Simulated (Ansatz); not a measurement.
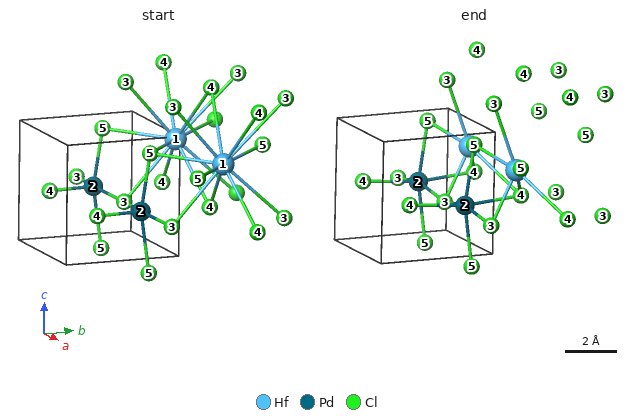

The structure of crystalline HfPdCl$_{3}$ (built on the cubic perovskite type) (coarse preliminary run) before (left) and after (right) a relaxation, at one scale.

Style: ball-and-stick. Shown: the cell of the calculation, repeated 2 × 1 × 1 with one cell outlined, slightly off an axis.

All numbers below come from Ansatz 0.2.0, DFT r2SCAN, scalar-relativistic, plane waves, PAW. Settings: plane-wave cutoff 500 eV; k-point mesh 6 × 6 × 6; occupations gaussian; smearing width 0.1 eV; no spin polarisation; cell and atoms relaxed; force threshold 0.015 eV/Å; at most 120 steps.

Q: Describe what moved and what it gained.

A: The run was cut off at its time limit before the relaxation converged, so the last structure is only a point on the way. Over 6 geometry steps the energy falls by 6.209 eV per cell of the calculation. The largest force component goes from 17 to 0.83 eV/Å. The pressure goes from 12.85 to 3.43 GPa. Hf1 moves most relative to the cell: 1.00 Å along [0 −3 −1]. Largest moves by element: Hf 1.00 Å, Pd 0.42 Å, Cl 0.39 Å. Cell: a 4.879 → 4.878 Å (0.0 %), b 4.781 → 4.756 Å (−0.5 %), c 4.852 → 4.951 Å (+2.0 %), α 90.7° → 90.1°, β 88.3° → 87.0°, γ 89.9° → 91.0°. Volume +1.4 %. Among the contacts that change: Hf1–Cl5 3.461 → 4.587 Å, Hf1–Cl3 3.571 → 4.656 Å, Hf1–Cl3 (another image) 3.477 → 4.322 Å, Hf1–Cl3 (another image) 3.212 → 2.396 Å. New bonds form, among them: Pd2–Cl4 (2.99 → 2.43 Å). Among the angles between lasting bonds that change: Hf1–Cl3–Hf1 94.5° → 134.7°, Cl3–Hf1–Cl3 94.5° → 134.7°, Cl5–Hf1–Cl5 96.5° → 131.8°. The space group stays P1 (No. 1).
